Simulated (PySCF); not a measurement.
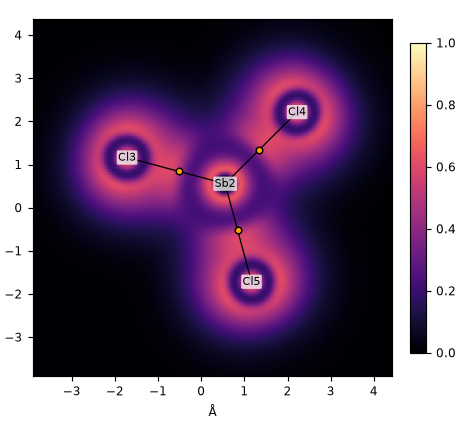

*Cl5Sb, SMILES `Cl[Sb](Cl)(Cl)(Cl)Cl`. Localised orbital locator (LOL) in the plane of Sb2, Cl3, Cl4 and Cl5, with bond paths and bond critical points (dots).*

PySCF calculation, ωB97X/def2-TZVP, gas phase; geometry: GFN2-xTB. Core potentials replace the inner electrons of Sb; spin–orbit coupling isn't included. No frequency check shows the geometry to be a minimum. GFN2-xTB bond lengths at metals and heavier atoms can be off by up to 0.1 Å and shapes distorted, which carries into these values.

The calculation's input:

```python
import numpy as np
from pyscf import gto, scf, dft
from pyscf.scf import atom_ks, atom_hf
from scipy.linalg import block_diag

def solve(mol, dm0=None, hcore=None):
    mf = (dft.UKS if mol.spin else dft.RKS)(mol, xc='wb97x')
    mf.grids.level = 3
    mf = mf.density_fit(auxbasis='def2-universal-jkfit')
    mf.conv_tol, mf.max_cycle = 1e-8, 80
    if hcore is not None:
        mf.get_hcore = lambda *args: hcore
    mf.kernel(dm0)
    if not mf.converged:
        mf = mf.newton().run(mf.mo_coeff, mf.mo_occ, max_cycle=30)
    assert mf.converged, 'SCF not converged'
    return mf

mol = gto.M(atom='''
Cl     2.39032    -0.00094     0.00058
Sb     0.00002    -0.00109    -0.00054
Cl    -0.00039    -2.27324    -0.60614
Cl     0.00164     1.66552    -1.66117
Cl    -0.00152     0.61174     2.27024
Cl    -2.39011     0.00018    -0.00190
''', basis='def2-tzvp', ecp={'Sb': 'def2-tzvp'}, charge=0, spin=0, verbose=4)
mf = solve(mol)
mf.analyze()
# spherically averaged free atoms, for the promolecule
atom_ks.AtomSphAverageRKS.init_guess_by_vsap = lambda self, mol=None: self.init_guess_by_minao(mol)  # core potentials
atm = atom_ks.get_atm_nrks(mol, xc='wb97x')
pro = block_diag(*[(atm[a[0]][2] * atm[a[0]][3]) @ atm[a[0]][2].T for a in mol._atom])
np.savez('result.npz', e=mf.e_tot, c=mf.mo_coeff, occ=mf.mo_occ, eps=mf.mo_energy, pro=pro, dip=mf.dip_moment(verbose=0), s2=mf.spin_square()[0])
```

Command:

```sh
OMP_NUM_THREADS=1 python input.py
```

The run took 63 s on 1 thread of Arm Neoverse V2, on a shared host, peak memory 1 GiB.

Partitions, critical points and surface values were worked out afterwards from this run's density.

### Rank the bonds in the plane by LOL at their critical points.

Sb2–Cl3, Sb2–Cl5 and Sb2–Cl4: about 0.48. Values above 0.5 mark slow, localised electrons, as in shared pairs; low values at a critical point mark a polar or closed-shell contact whose critical point lies between the shells.
